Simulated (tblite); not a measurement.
**C3H11GeOP: geometry relaxation (part 3 of 3)**

Continued. System: C3H11GeOP, SMILES COC[CH2][GeH2][PH2]. Method: GFN2-xTB geometry optimisation, gas phase (tblite 0.8.0). It belongs to a series of runs on one base structure; here: H on C replaced by CH2OCH3.

Geometry of the input (Å):
```
C  -2.1380  -0.8836  -0.0079
O  -1.7788  0.3528  0.3656
C  -0.9994  1.1602  -0.3377
C  0.3571  0.8406  -0.7657
Ge 1.4838  0.5127  0.8039
P  2.2034  -1.6630  0.6762
H  -2.7874  -1.2961  0.8228
H  -2.7132  -1.0224  -0.9112
H  -1.2281  -1.5492  0.0027
H  -0.9579  2.1453  0.1914
H  -1.5761  1.4175  -1.2900
H  0.5241  0.0276  -1.4584
H  0.7926  1.7622  -1.2184
H  2.7146  1.4377  0.8397
H  0.6816  0.6936  2.1099
H  3.6371  -1.7565  0.7731
H  1.7776  -2.1672  -0.6057
```

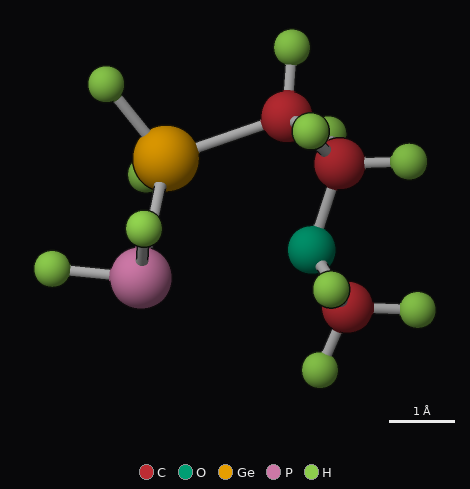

**Figure 1.** The geometry at step 109 of the log (ball-and-stick view, seen at a tilt).

## Trajectory as extended XYZ, continued
```
17
Properties=species:S:1:pos:R:3:forces:R:3 step=91 energy=-558.63244
C    -1.8217   -0.9952    0.0314   -0.0190  -0.0170   0.0010
O    -1.3821    0.2161    0.5905   -0.0140  -0.0090  -0.0400
C    -1.0768    1.2218   -0.3548    0.0110   0.0100  -0.0030
C     0.3421    1.0602   -0.8805   -0.0060   0.0010  -0.0100
Ge    1.4433    0.4222    0.6585    0.0280   0.0110  -0.0250
P     1.5274   -1.8833    0.7008    0.0370   0.0010   0.0050
H    -2.1048   -1.6303    0.8687    0.0010  -0.0130   0.0040
H    -2.6929   -0.8300   -0.6145    0.0160  -0.0250  -0.0040
H    -1.0358   -1.5044   -0.5431   -0.0240   0.0670  -0.0030
H    -1.1507    2.1614    0.1989   -0.0050   0.0010   0.0100
H    -1.8241    1.2300   -1.1612    0.0190   0.0030   0.0090
H     0.3729    0.3283   -1.6891   -0.0050  -0.0060   0.0030
H     0.7082    2.0032   -1.2841   -0.0170  -0.0240   0.0190
H     2.8276    1.0536    0.5238    0.0150  -0.0420  -0.0190
H     0.9142    1.0056    1.9360   -0.0070   0.0020   0.0400
H     2.6733   -1.9224    1.4848   -0.0180   0.0290  -0.0230
H     2.2728   -1.9251   -0.4760   -0.0130   0.0110   0.0370
17
Properties=species:S:1:pos:R:3:forces:R:3 step=96 energy=-558.63474
C    -1.8279   -1.0015    0.0203   -0.0120   0.0050  -0.0100
O    -1.3713    0.1983    0.5892   -0.0180   0.0180   0.0130
C    -1.0763    1.2155   -0.3472   -0.0140   0.0000   0.0000
C     0.3421    1.0724   -0.8799   -0.0150  -0.0110   0.0120
Ge    1.4581    0.4322    0.6465   -0.0180  -0.0250   0.0290
P     1.5139   -1.8733    0.7132   -0.0140  -0.0030   0.0010
H    -2.0865   -1.6564    0.8513    0.0320   0.0050  -0.0300
H    -2.7167   -0.8250   -0.5985    0.0050  -0.0150   0.0100
H    -1.0560   -1.4844   -0.5911   -0.0060  -0.0250  -0.0070
H    -1.1634    2.1486    0.2164    0.0200   0.0010  -0.0190
H    -1.8235    1.2180   -1.1526   -0.0020   0.0330  -0.0040
H     0.3769    0.3479   -1.6946   -0.0100  -0.0300   0.0040
H     0.6958    2.0196   -1.2815   -0.0040   0.0200   0.0260
H     2.8501    1.0345    0.4853    0.0240  -0.0110  -0.0090
H     0.9516    1.0202    1.9361    0.0160   0.0000  -0.0260
H     2.6408   -1.9140    1.5199    0.0180   0.0260   0.0130
H     2.2854   -1.9407   -0.4426    0.0000   0.0110  -0.0050
17
Properties=species:S:1:pos:R:3:forces:R:3 step=100 energy=-558.63687
C    -1.8218   -0.9987    0.0084    0.0040  -0.0140  -0.0080
O    -1.3834    0.2021    0.5912   -0.0120  -0.0130  -0.0430
C    -1.0780    1.2208   -0.3400   -0.0010   0.0070  -0.0060
C     0.3353    1.0587   -0.8810    0.0040   0.0030   0.0190
Ge    1.4565    0.4312    0.6481    0.0230  -0.0020  -0.0240
P     1.5083   -1.8691    0.7331    0.0300  -0.0220   0.0010
H    -2.0469   -1.6752    0.8313    0.0160   0.0090  -0.0170
H    -2.7270   -0.8340   -0.5901    0.0230  -0.0080   0.0100
H    -1.0502   -1.4550   -0.6258   -0.0320   0.0080   0.0170
H    -1.1466    2.1501    0.2314    0.0170   0.0140  -0.0150
H    -1.8267    1.2446   -1.1440   -0.0130   0.0080   0.0130
H     0.3570    0.3209   -1.6857    0.0010   0.0150   0.0240
H     0.6947    1.9992   -1.2954   -0.0180  -0.0110   0.0180
H     2.8557    1.0273    0.4786   -0.0470  -0.0260   0.0060
H     0.9503    1.0182    1.9345    0.0090   0.0420   0.0090
H     2.6470   -1.8943    1.5252    0.0000   0.0050   0.0150
H     2.2687   -1.9350   -0.4298   -0.0030  -0.0160  -0.0170
17
Properties=species:S:1:pos:R:3:forces:R:3 step=105 energy=-558.63839
C    -1.8241   -1.0069   -0.0078   -0.0110   0.0020   0.0050
O    -1.3738    0.1840    0.5853    0.0040   0.0050   0.0070
C    -1.0782    1.2176   -0.3323   -0.0050   0.0060  -0.0020
C     0.3335    1.0681   -0.8794   -0.0120   0.0040  -0.0060
Ge    1.4662    0.4346    0.6362   -0.0260  -0.0150   0.0190
P     1.4987   -1.8654    0.7499   -0.0050  -0.0090  -0.0060
H    -2.0125   -1.7029    0.8069    0.0020  -0.0020   0.0070
H    -2.7514   -0.8363   -0.5676   -0.0120   0.0000  -0.0090
H    -1.0775   -1.4450   -0.6802    0.0270   0.0030  -0.0080
H    -1.1426    2.1408    0.2499   -0.0060  -0.0060   0.0030
H    -1.8338    1.2514   -1.1296    0.0070   0.0040   0.0020
H     0.3573    0.3366   -1.6884   -0.0020   0.0000  -0.0090
H     0.6808    2.0148   -1.2880    0.0100   0.0010   0.0050
H     2.8685    1.0051    0.4451    0.0010   0.0040  -0.0070
H     0.9859    1.0495    1.9215    0.0060   0.0210  -0.0020
H     2.6185   -1.8829    1.5691    0.0140  -0.0010  -0.0090
H     2.2774   -1.9510   -0.4005    0.0090  -0.0160   0.0120
17
Properties=species:S:1:pos:R:3:forces:R:3 step=109 energy=-558.63888
C    -1.8236   -1.0063   -0.0103    0.0140   0.0060  -0.0010
O    -1.3798    0.1867    0.5845   -0.0070   0.0030   0.0060
C    -1.0817    1.2203   -0.3326    0.0000  -0.0050   0.0010
C     0.3297    1.0674   -0.8777    0.0120  -0.0060   0.0070
Ge    1.4606    0.4296    0.6392    0.0210   0.0120  -0.0240
P     1.4994   -1.8708    0.7523   -0.0020  -0.0080   0.0090
H    -2.0046   -1.7051    0.8038   -0.0020  -0.0030   0.0040
H    -2.7534   -0.8422   -0.5684    0.0030   0.0030  -0.0050
H    -1.0727   -1.4367   -0.6842    0.0010   0.0040   0.0000
H    -1.1456    2.1433    0.2493   -0.0050   0.0020   0.0130
H    -1.8352    1.2558   -1.1310   -0.0110   0.0010  -0.0080
H     0.3529    0.3364   -1.6873    0.0010   0.0080  -0.0080
H     0.6831    2.0132   -1.2829    0.0030   0.0000  -0.0010
H     2.8655    0.9979    0.4393   -0.0210  -0.0120  -0.0070
H     0.9969    1.0579    1.9230   -0.0180   0.0100   0.0130
H     2.6209   -1.8818    1.5694    0.0070  -0.0050   0.0020
H     2.2806   -1.9536   -0.3962    0.0040  -0.0100  -0.0030
17
Properties=species:S:1:pos:R:3:forces:R:3 step=113 energy=-558.63906
C    -1.8216   -1.0051   -0.0097   -0.0030  -0.0010   0.0040
O    -1.3834    0.1897    0.5851    0.0010   0.0020  -0.0020
C    -1.0828    1.2216   -0.3330    0.0010   0.0040  -0.0010
C     0.3293    1.0657   -0.8771   -0.0060   0.0040  -0.0030
Ge    1.4583    0.4289    0.6406   -0.0090  -0.0070   0.0060
P     1.5015   -1.8731    0.7528    0.0010   0.0040   0.0080
H    -2.0040   -1.7034    0.8049    0.0030   0.0000  -0.0040
H    -2.7505   -0.8438   -0.5706    0.0070   0.0000  -0.0050
H    -1.0678   -1.4340   -0.6812    0.0010   0.0020   0.0040
H    -1.1451    2.1444    0.2497   -0.0040  -0.0010  -0.0020
H    -1.8366    1.2583   -1.1322    0.0060  -0.0010   0.0080
H     0.3524    0.3353   -1.6873   -0.0040   0.0010  -0.0030
H     0.6847    2.0104   -1.2836   -0.0010   0.0030   0.0060
H     2.8608    0.9954    0.4391    0.0090   0.0030  -0.0060
H     0.9918    1.0595    1.9249   -0.0030  -0.0060  -0.0150
H     2.6262   -1.8827    1.5660    0.0030  -0.0030   0.0010
H     2.2798   -1.9551   -0.3983   -0.0020  -0.0040   0.0020
17
Properties=species:S:1:pos:R:3:forces:R:3 step=118 energy=-558.63924
C    -1.8197   -1.0051   -0.0121    0.0100   0.0000  -0.0100
O    -1.3821    0.1885    0.5855    0.0000  -0.0030   0.0060
C    -1.0830    1.2227   -0.3305   -0.0040  -0.0050   0.0060
C     0.3273    1.0663   -0.8783    0.0030  -0.0010   0.0040
Ge    1.4570    0.4268    0.6382    0.0140   0.0050  -0.0130
P     1.5016   -1.8742    0.7612   -0.0020  -0.0090  -0.0010
H    -1.9956   -1.7078    0.7997   -0.0100   0.0010   0.0020
H    -2.7498   -0.8436   -0.5706   -0.0030  -0.0020   0.0040
H    -1.0676   -1.4292   -0.6882    0.0110   0.0000   0.0000
H    -1.1455    2.1434    0.2552    0.0070   0.0080  -0.0020
H    -1.8376    1.2613   -1.1276   -0.0130   0.0010  -0.0080
H     0.3467    0.3388   -1.6912    0.0010   0.0050   0.0020
H     0.6846    2.0118   -1.2810   -0.0040   0.0050  -0.0010
H     2.8608    0.9925    0.4315   -0.0060  -0.0030   0.0010
H     0.9901    1.0650    1.9175    0.0000  -0.0050   0.0010
H     2.6280   -1.8824    1.5721    0.0020   0.0040   0.0010
H     2.2778   -1.9628   -0.3913   -0.0070  -0.0010   0.0080
17
Properties=species:S:1:pos:R:3:forces:R:3 step=122 energy=-558.63937
C    -1.8179   -1.0053   -0.0142   -0.0030   0.0000   0.0050
O    -1.3820    0.1872    0.5867    0.0000   0.0040  -0.0020
C    -1.0845    1.2224   -0.3286    0.0000   0.0040  -0.0050
C     0.3261    1.0686   -0.8773   -0.0050   0.0030  -0.0050
Ge    1.4592    0.4252    0.6341   -0.0060  -0.0020   0.0040
P     1.5004   -1.8761    0.7666    0.0030   0.0040   0.0050
H    -1.9944   -1.7101    0.7957    0.0020  -0.0040   0.0020
H    -2.7492   -0.8434   -0.5706    0.0000  -0.0010  -0.0070
H    -1.0652   -1.4257   -0.6916    0.0070  -0.0060   0.0000
H    -1.1476    2.1438    0.2563    0.0030  -0.0030   0.0010
H    -1.8397    1.2598   -1.1262    0.0000   0.0030   0.0060
H     0.3455    0.3452   -1.6936    0.0010   0.0020  -0.0040
H     0.6825    2.0163   -1.2759   -0.0040   0.0020  -0.0020
H     2.8620    0.9888    0.4225    0.0030   0.0000   0.0030
H     0.9930    1.0657    1.9127    0.0080  -0.0040   0.0020
H     2.6273   -1.8810    1.5774   -0.0050   0.0040   0.0010
H     2.2773   -1.9693   -0.3842   -0.0030  -0.0060  -0.0050
```

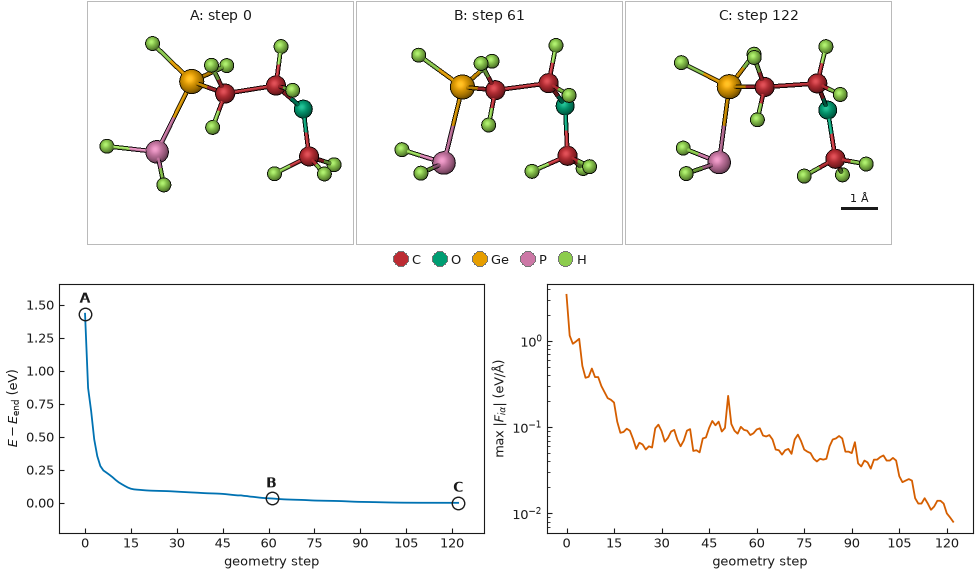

**Figure 2.** Frames of the relaxation (ball-and-stick view, seen at a tilt) above the curves, on which the letters mark them (steps are counted from 0).

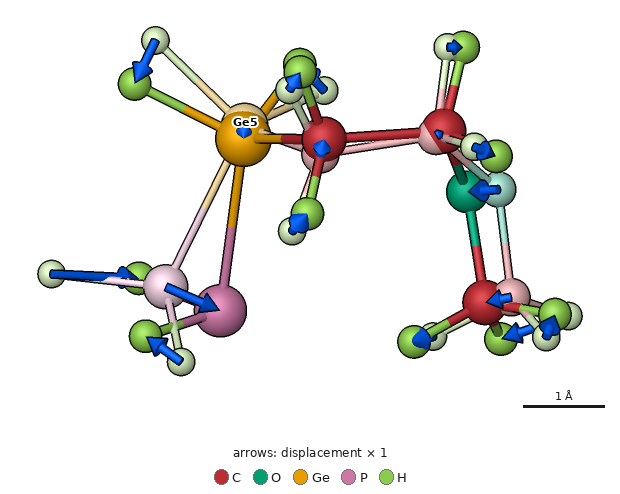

**Figure 3.** Start (faint) and end (solid) with the displacements as blue arrows, at true length (ball-and-stick view, seen at a tilt). The two geometries are laid on each other by the best rigid fit. The atom that moves furthest after the best rigid fit is H16 (1.28 Å). Largest moves by element: H 1.28 Å, P 0.74 Å, O 0.49 Å, C 0.34 Å, Ge 0.20 Å. Distances before and after: O2–C3 1.324 → 1.413 Å, C1–O2 1.341 → 1.405 Å, C3–C4 1.458 → 1.521 Å, P6–H16 1.440 → 1.388 Å. Among the angles that change: Ge5–P6–H16 111.7° → 93.0°, H16–P6–H17 109.3° → 91.7°, Ge5–P6–H17 106.8° → 91.7°. After 122 geometry steps the energy has fallen by 1.432 eV. The largest force component goes from 3.4 to 0.008 eV/Å. (Atoms are counted from 1 in the order of the input.)
